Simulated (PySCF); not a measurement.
**C$_{2}$F$_{4}$, SMILES `FC(F)=C(F)F`: what the electrons do**

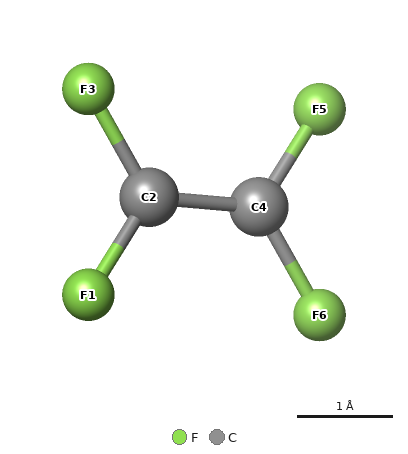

The molecule, with its atoms numbered as below. No frequency check shows the geometry to be a minimum.

Geometry (Å), atoms numbered from 1:

```
F1      -1.4006   -1.0958    0.0000
C2      -0.6644   -0.0004    0.0000
F3      -1.4006    1.0961    0.0000
C4       0.6644   -0.0004    0.0000
F5       1.4006    1.0961    0.0000
F6       1.4006   -1.0958    0.0000
```

## 1. Bonding charge

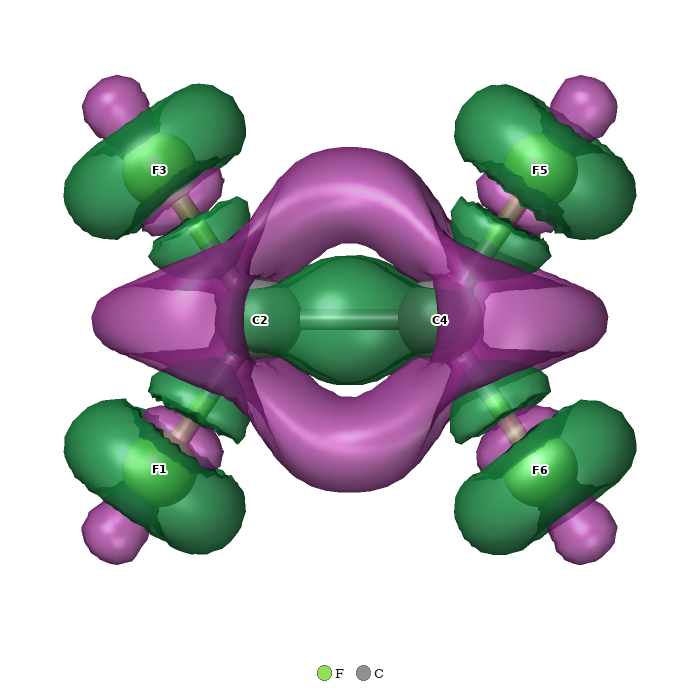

Deformation density (molecule less spherical, spin-averaged free atoms at the same positions), surfaces at ±0.06 e/Å³; green: gain, purple: loss.

Level of theory: PBE0/def2-TZVP (PySCF), at a geometry from GFN2-xTB.

**Describe the bonding that the map shows.**

C2–C4: +0.80 e/Å³ at the bond critical point (bond length 1.33 Å, Mayer order 1.8). F1–C2, C4–F6, C2–F3 and C4–F5: +0.11 e/Å³ at the bond critical point (bond length 1.32 Å, Mayer order 1.1); up to 0.6 Å beside the axis the gain reaches +0.35 e/Å³. In all, 1.4 electrons gather in the regions of gain relative to the promolecule. A small or negative value marks a very polar bond, one between electron-rich atoms, whose free-atom densities already overlap strongly, a long bond to a heavier atom, or a closed-shell contact such as a hydrogen bond.

**Where do the Hirshfeld charges lie?**

The highest Hirshfeld charge is on C2 and C4 (+0.13 e), the lowest on F1, F3, F5 and F6 (−0.06 e).

## 2. Electrostatic potential

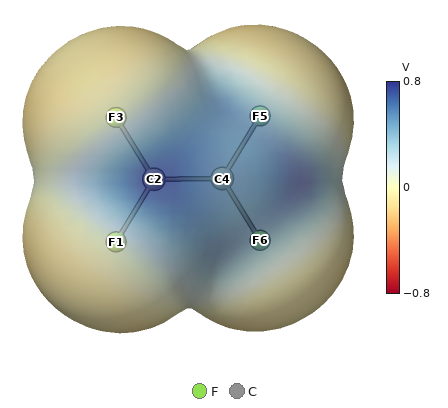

Electrostatic potential on the surface of electron density 0.001 a.u.

**Where are the extremes of the potential on the surface?**

Highest: 0.79 V, off the C2–F3 bond (1.8 to 1.9 Å from its atoms), and at like points elsewhere. Further maxima include −0.05 V, 1.6 Å from F1. Lowest: −0.15 V, 1.6 Å from F5, and at like points elsewhere. The surface is sampled at points, so like sites can differ by a few per cent and only the strongest of them is named.

**What volume does the surface enclose, and what is the dipole moment?**

About 76 Å³; the dipole moment is 0.0 D.

## 3. In an electric field

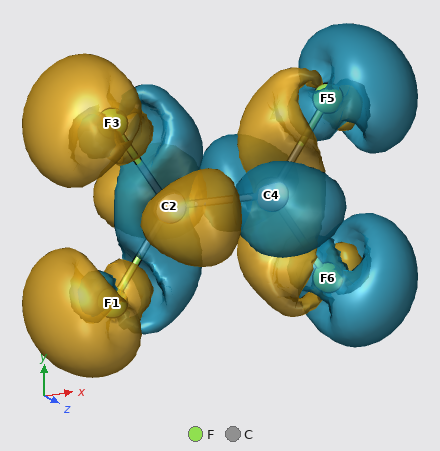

Change of the electron density in a uniform field of 0.21 V/Å, surfaces at ±0.0015 e/Å³ (yellow: gain, teal: loss).

PySCF calculation, PBE0/def2-TZVP, gas phase; geometry: GFN2-xTB. A basis without diffuse functions makes polarisabilities too small.

**Along which Cartesian direction does the field point?**

Along +x: electrons gather on the −x side, against the field.

**What dipole is induced, and what polarisability does it imply?**

The induced dipole is 0.36 D (along the field); α along this axis, from the fields in both directions, is 35 bohr³ (5.2 Å³).

**Which atoms gain and lose the most charge?**

Electrons gather most on F1 and F3 alike (Hirshfeld charge changes by −0.008 e) and leave F5 and F6 alike most (+0.008 e); 0.036 electrons are displaced in all.

## 4. Removing or adding an electron

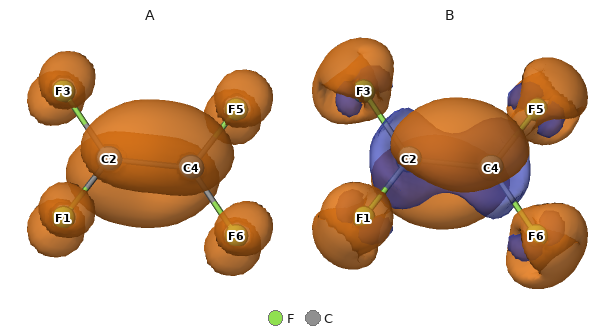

The Fukui function f⁻ from two separate SCF calculations and the density of the HOMO, at ±0.03 e/Å³ (orange positive, blue negative).

**Which panel is which, and how good is the frozen-orbital picture?**

B is f⁻ (it has negative regions), A the HOMO density. The HOMO lies on C2 and C4 (31 % each) and F1, F3, F5 and F6 (10 % each); f⁻ (Hirshfeld-condensed) is largest on C2 and C4 (0.22 each) and F1, F3, F5 and F6 (0.14 each); the vertical ionisation energy is 10.30 eV (the stability of the cation's solution wasn't checked). Relaxation shifts 18 % of the electron between atoms. The orbital energy is −7.64 eV.

The PySCF runs shown took 14 s, 31 s and 33 s on 1 thread of Intel(R) Xeon(R) Platinum 8259CL CPU @ 2.50GHz (Skylake/Cascade Lake), with other jobs on the host.
